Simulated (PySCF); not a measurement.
# C₂H₄BrCl, SMILES `CC(Cl)Br`: electronic structure

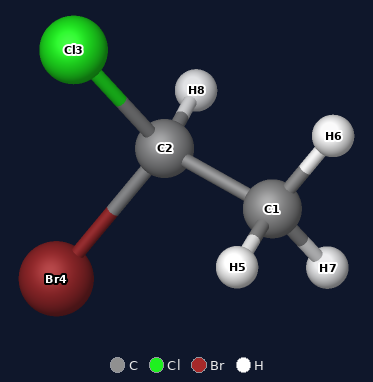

The molecule, with its atoms numbered as below. No frequency check shows the geometry to be a minimum.

Cartesian coordinates (Å):

```
C1       0.8795   -1.7623    0.1572
C2       0.5896   -0.4137   -0.4550
Cl3      1.7859    0.7995    0.0765
Br4     -1.2182    0.1767    0.0318
H5       0.8339   -1.7075    1.2430
H6       1.8744   -2.0922   -0.1361
H7       0.1472   -2.4903   -0.1883
H8       0.6075   -0.4309   -1.5452
```

## 1. Bonding charge

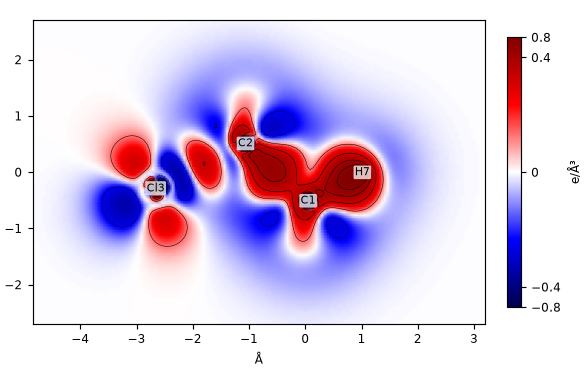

Deformation density (molecule less spherical, spin-averaged free atoms) in the plane of C1, C2, Cl3 and H7; colour scale in e/Å³, logarithmic beyond ±0.1; red: gain, blue: loss.

PySCF calculation, B3LYP/aug-cc-pVDZ, gas phase; geometry: GFN2-xTB.

> Describe the bonding that the map shows.

C1–H7: +0.68 e/Å³ at the bond critical point (bond length 1.09 Å). C1–C2: +0.48 e/Å³ at the bond critical point (bond length 1.51 Å). C2–Cl3: +0.19 e/Å³ at the bond critical point (bond length 1.78 Å). In all, 1.8 electrons gather in the regions of gain relative to the promolecule.

> Where do the Hirshfeld charges lie?

The highest Hirshfeld charge is on H8 (+0.05 e), the lowest on C1 (−0.13 e).

```csv
atom,charge (e)
C1,−0.13
C2,+0.02
Cl3,−0.04
Br4,−0.04
H5,+0.04
H6,+0.05
H7,+0.05
H8,+0.05
```

## 2. Local ionisation energy

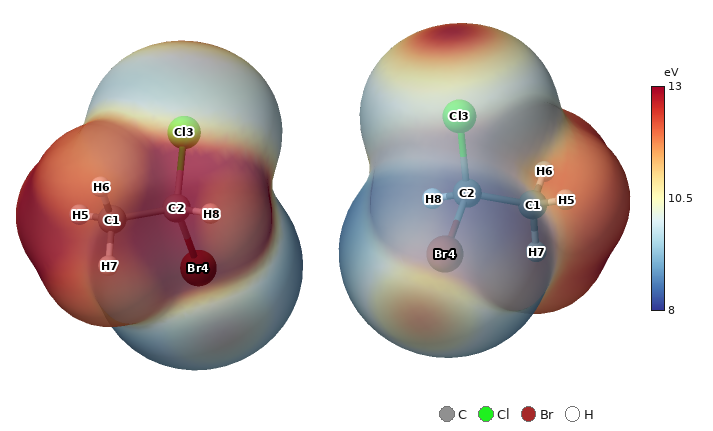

Average local ionisation energy on the surface of electron density 0.001 a.u. (back view left, front view right).

> Where are the most loosely bound electrons on this surface?

The lowest value is 8.7 eV, 2.3 Å from Br4. Further minima include 8.7 eV, 2.3 Å from Br4; 8.8 eV, 2.3 Å from Br4; 9.6 eV, near Cl3 (2.16 Å) and H5 (2.34 Å). For comparison, the highest occupied orbital lies at −7.9 eV.

## 3. Stretching a bond

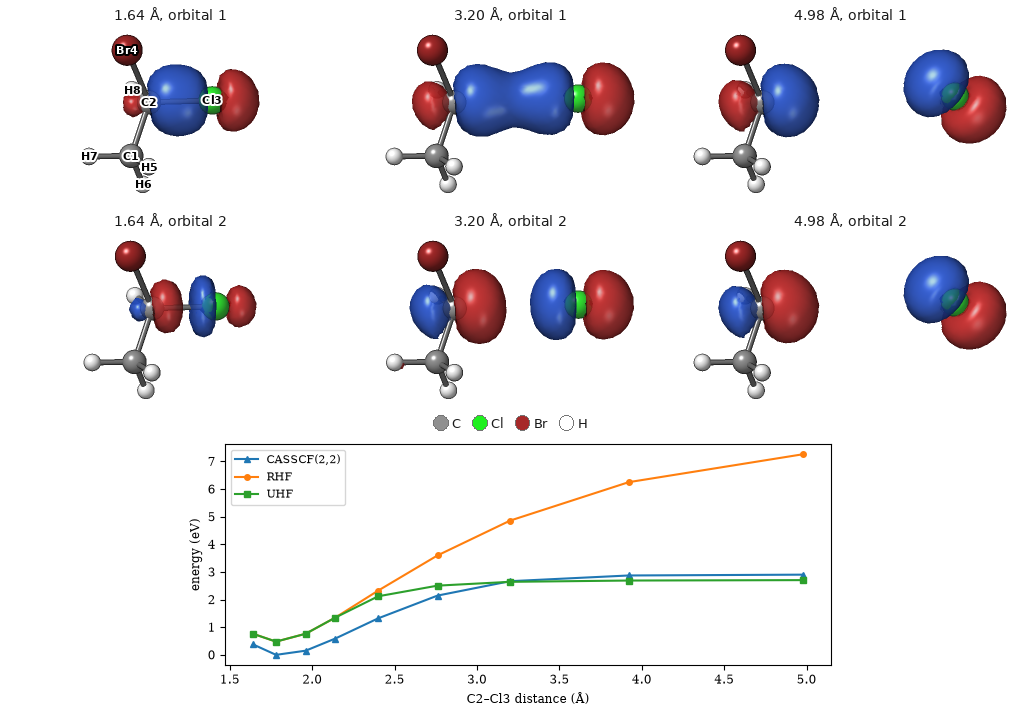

Rigid stretch of the C2–Cl3 bond. The two CASSCF(2,2) natural orbitals nearest half filling (orbital 1 the more occupied). Below: energies along the scan, from the lowest point of the three curves.

PySCF calculation, def2-SVP basis, gas phase; geometry: GFN2-xTB.

> How do the occupations change along the stretch?

1.64 Å: 1.98 and 0.02; 3.20 Å: 1.42 and 0.58; 4.98 Å: 1.01 and 0.99. At the longest distance computed (4.98 Å) they are 1.01 and 0.99, and the effective number of unpaired electrons is 2.0.

> Where does the UHF solution part from RHF?

Between 2.14 Å (⟨S²⟩ = 0, the two coincide) and 2.40 Å (⟨S²⟩ = 0.47); at 4.98 Å ⟨S²⟩ is 1.02 and UHF lies 4.6 eV below RHF.

> How much energy does the stretch cost?

By CASSCF, 2.9 eV from the lowest point of the scan (1.78 Å) to 4.98 Å; RHF gives 6.8 eV from its own lowest point. The fragments aren't relaxed and dynamic correlation is missing, so this isn't a bond dissociation energy.

The PySCF runs shown took 18 s and 10 min on 1 thread of Arm Neoverse V1 (shared host).
